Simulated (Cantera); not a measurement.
A closed system holds: 1 mol MgCO₃, 0.054 mol H₂, a varied amount of O₂, equilibrated at 2023 K and 0.200 bar.

These are equilibrium values from Cantera (NASA tables, ideal gas, pure condensed phases), not measurements of a reactor. Candidate condensed phases: C, C₆H₆, C₇H₈, C₈H₁₈, H₂O, Mg, MgCO₃, MgO, Mg(OH)₂; 116 gas species. The numbers say what is thermodynamically allowed, not how fast it happens.

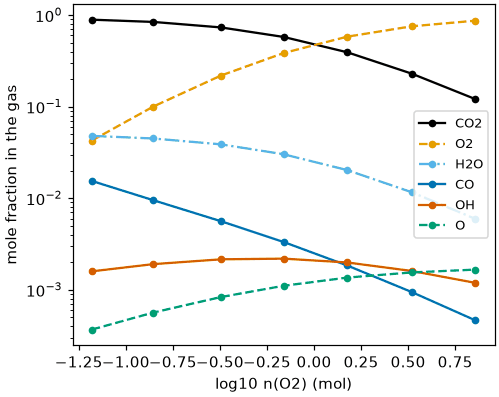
Fig. 1. Equilibrium gas composition (values under 1e-9 drawn at 1e-9)

From 0.066 mol O₂ to 7.2 mol O₂ the condensed part is MgO(s). The main Mg-bearing gas is Mg(OH)₂ throughout.
